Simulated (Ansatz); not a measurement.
## MoS2 (3R-MoS2 type, space group R3m), scan of one atom of the cell

Starting cell, MoS$_{2}$ (3R-MoS2 type, space group R3m):

```
MoS2
1.0
    1.58761     0.91661     6.19494
   -1.58761     0.91661     6.19494
    0.00000    -1.83321     6.19494
Mo S
1 2
Direct
  0.00000   0.00000   0.00000
  0.75030   0.75030   0.75030
  0.58300   0.58300   0.58300
```

In this cell atom 2 (S, nearest neighbour Mo at 2.403 Å; its periodic images, 3.2 Å or more away, move with it) is moved by s along Cartesian [111], unit vector (0.577, 0.577, 0.577); all other atoms and the cell stay fixed.

These are r2SCAN+rVV10 (plane waves to 500 eV, PAW, scalar-relativistic; Ansatz, an electronic-structure program) values and carry that method's errors. k mesh 10×10×10 (Γ-centred), Fermi-Dirac smearing 0.05 eV. Energies are smeared free energies. Left out: 1 of 11 points, with atoms too close for the PAW data. MoS2 is run without spin polarisation. MoS2 was relaxed with its symmetry unable to fall. This is one of several known forms of MoS2; the measured ambient cells at hand have space group No. 194. ΔE is measured from the undisplaced structure.

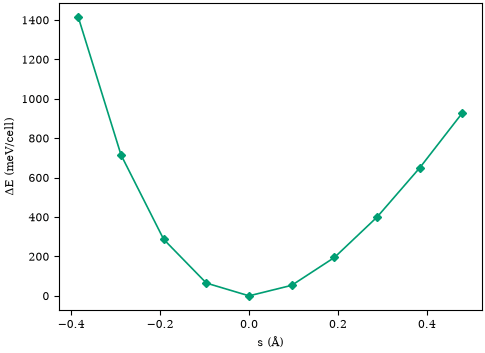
ΔE (meV/cell) against s (Å); markers are the computed points, lines only join them.

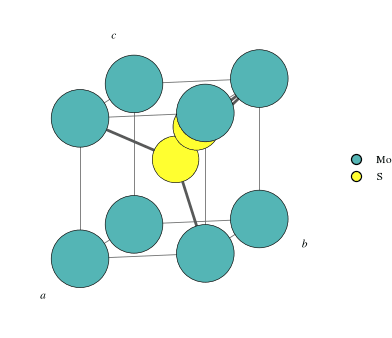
The cell of the calculation at s = -0.384 Å.

The force along the line at s = -0.384 Å is 8.93 eV/Å and the energy at s = 0.480 Å is 929 meV/cell. Symmetry of the curve: not even: the negative side lies higher at ±0.384 Å. Shape of the curve: a single well with its minimum at or next to zero displacement. Harmonic estimate at the end of the scan: ½ks² = 1469 meV/cell against the computed 929 meV/cell, so the well is softer than harmonic there.

With its periodic images moving along, the atom's site symmetry in this cell is 3m.

(A displaced cell: forces are minus the slopes of the energy, force constants its curvatures, and phonons follow from these.)
